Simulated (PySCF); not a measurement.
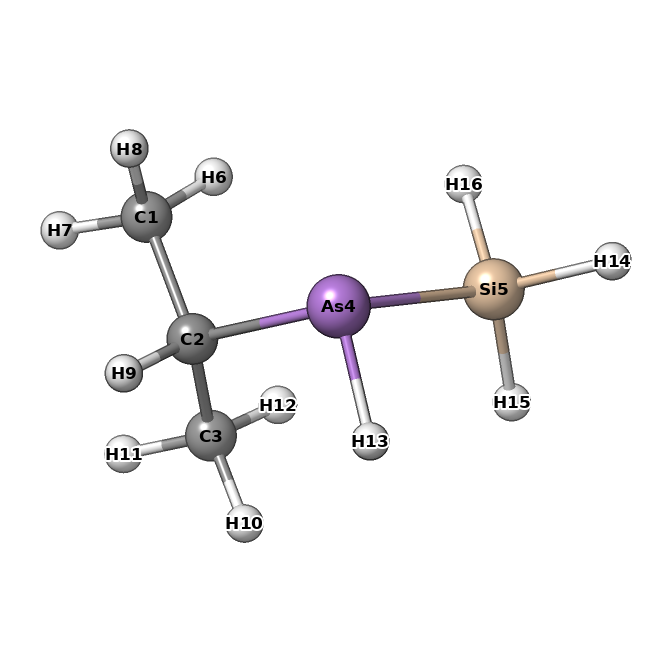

The geometry was computed by an optimisation with PBE0-D3(BJ)/def2-SVP. No frequency run is at hand to confirm it as a minimum. Properties computed with delta-SCF UKS SCAN, pcX-2 on the ionised atom, pcseg-1 elsewhere, spin-free X2C (PySCF 2.14.0).

Give the core-electron binding energies (to vacuum; p and d levels without spin–orbit splitting) of C1 1s, C2 1s, Si5 1s, Si5 2p.

```json
{"atom": "C1", "level": "1s", "binding energy (eV)": "290.6"}
{"atom": "C2", "level": "1s", "binding energy (eV)": "290.5"}
{"atom": "Si5", "level": "1s", "binding energy (eV)": "1846.2"}
{"atom": "Si5", "level": "2p", "binding energy (eV)": "106.6"}
```
